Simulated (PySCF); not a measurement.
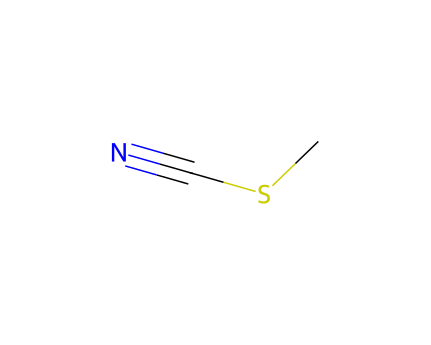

2D structure.

> Give its SMILES.

CSC#N

> Give the formula, hydrogens included.

C2H3NS.

> An optimisation with PBE0-D3(BJ)/def2-SVP gave a structure of which point group?

Cs.

The parts below concern this one geometry. Atoms keep their numbers from picture to picture. Computed geometry: PBE0-D3(BJ)/def2-SVP optimisation. No frequency run is at hand to confirm it as a minimum.

**Shape**

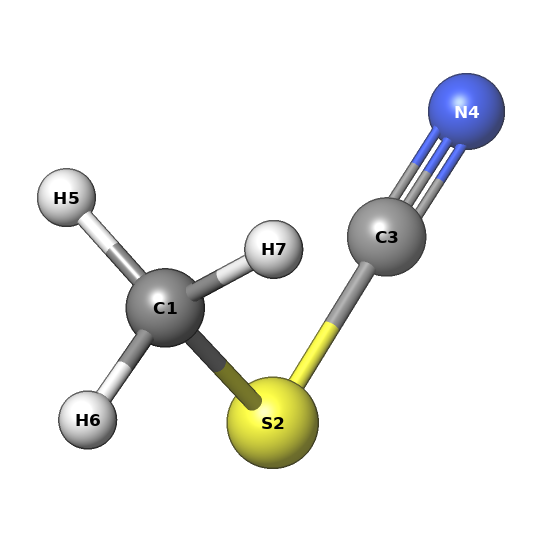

No frequency run is at hand to confirm it as a minimum.

List the bonds and their lengths.

```json
{"bond": "C1–S2", "length (Å)": "1.817", "order": "single"}
{"bond": "C1–H5", "length (Å)": "1.097", "order": "single"}
{"bond": "C1–H6", "length (Å)": "1.098", "order": "single"}
{"bond": "C1–H7", "length (Å)": "1.097", "order": "single"}
{"bond": "S2–C3", "length (Å)": "1.689", "order": "single"}
{"bond": "C3–N4", "length (Å)": "1.163", "order": "triple"}
```

**Dipole moment**

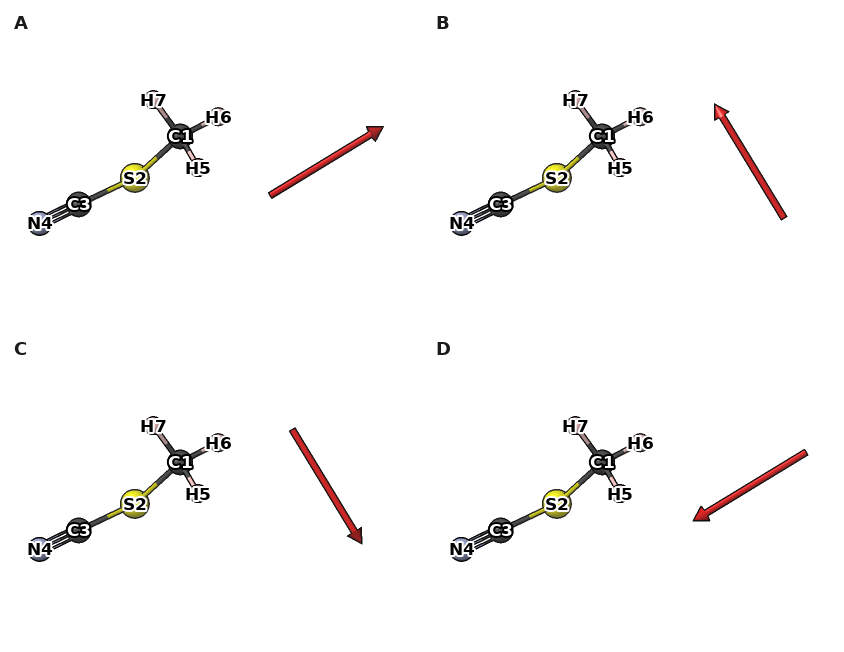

The same molecule four times, each with an arrow. No frequency run is at hand to confirm it as a minimum. Properties computed with PBE0/def2-SVPD in tetrahydrofuran (IEF-PCM) (PySCF 2.14.0).

> Which arrow points along the dipole moment, from the negative to the positive end?

A. The dipole moment is 5.42 D; it points from the side of N4 to the side of H6 (the outermost atoms at the two ends).

**Electronic properties**

No frequency run is at hand to confirm it as a minimum. Method: PBE0/def2-SVPD in methanol (IEF-PCM) (PySCF 2.14.0). Excitations: vertical, linear response.

> What is the mean static polarisability?

65.9 bohr³.

> Give the lowest vertical singlet excitation at this level.

5.08 eV.

> Estimate the HOMO energy (Kohn–Sham orbital).

−7.65 eV.

> Estimate the brightest of the 6 lowest singlets.

6.75 eV.

**Charges**

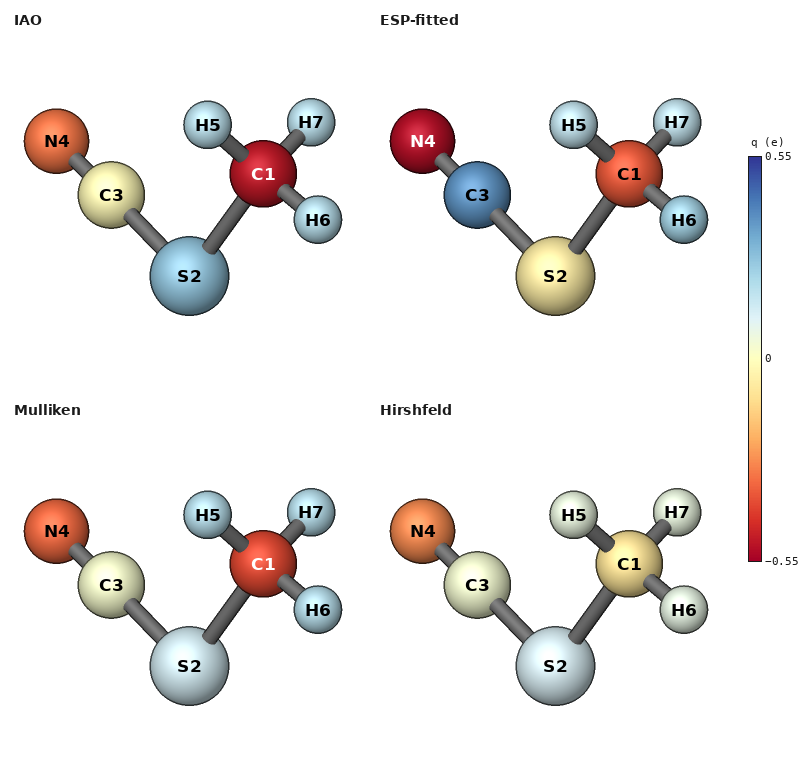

Atomic charges of one calculation by 4 schemes, on one colour scale. No frequency run is at hand to confirm it as a minimum. Level of theory: PBE0/pcSseg-1 in methanol (IEF-PCM) (PySCF 2.14.0).

> On which atom do the schemes disagree most?

On C1 (from −0.49 to −0.09 e); C3 (from −0.02 to 0.38 e).

List the charges (e), one line for each set of equivalent atoms.

```csv
atom,IAO,ESP-fitted,Mulliken,Hirshfeld
C1,−0.49,−0.36,−0.39,−0.09
S2,0.27,−0.06,0.13,0.12
C3,−0.02,0.38,0.03,0.04
N4,−0.31,−0.51,−0.33,−0.28
"H5, H7",0.18,0.16,0.19,0.07
H6,0.19,0.23,0.19,0.08
```

**Quadrupole coupling**

No frequency run is at hand to confirm it as a minimum. Electric field gradients from the ground-state density, PBE0/pcSseg-1 in methanol (IEF-PCM) (PySCF 2.14.0), non-relativistic apart from any core potentials.

Give the largest field-gradient component, the quadrupole coupling constant and the asymmetry for 33S at S2 (Q = −67.81 mb), 14N at N4 (Q = 20.44 mb).

```csv
atom,V_zz (a.u.),e²qQ/h (MHz),η
S2,−2.969,47.3,0.82
N4,−0.815,−3.91,0.53
```

Mulliken values depend strongly on the basis set and can even reverse the polarity of a bond.
